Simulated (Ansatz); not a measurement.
**CdTe under a change: Cd → Hg**

Consider CdTe in the zinc blende structure (space group F-43m, No. 216; a = 6.489 Å).

It is then changed as follows: Hg takes the place of Cd on all its sites, then cell and atoms are relaxed.

Level of theory: plane-wave PAW DFT at the PBEsol level (Ansatz, a program for electronic structure, 420 eV), no SOC. Settings: 9×9×9 k-points, 0.05 eV Fermi–Dirac smearing.

| quantity | base | changed | shift |
|---|---|---|---|
| volume per atom | 34.16 Å³ | 34.48 Å³ | +0.326 Å³ |
| density | 5.83 g/cm³ | 7.90 g/cm³ | +2.07 g/cm³ |
| lattice parameter a | 6.489 Å | 6.510 Å | +0.021 Å |
| shortest interatomic distance | 2.810 Å | 2.819 Å | +0.009 Å |
| band gap | 0.65 eV | zero | – |

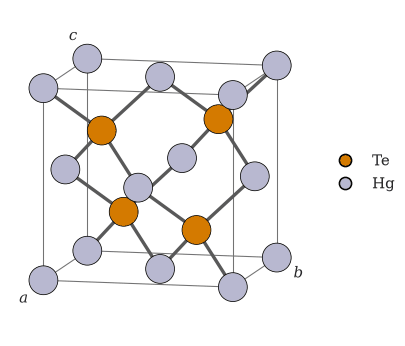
Fig. 1. The relaxed conventional cell after the change

With Hg and Te present, leaving out spin-orbit coupling can change the band edges. No phonon test of stability was made. All final runs are without spin polarisation. The zero or small gap of HgTe can change with the level of theory.
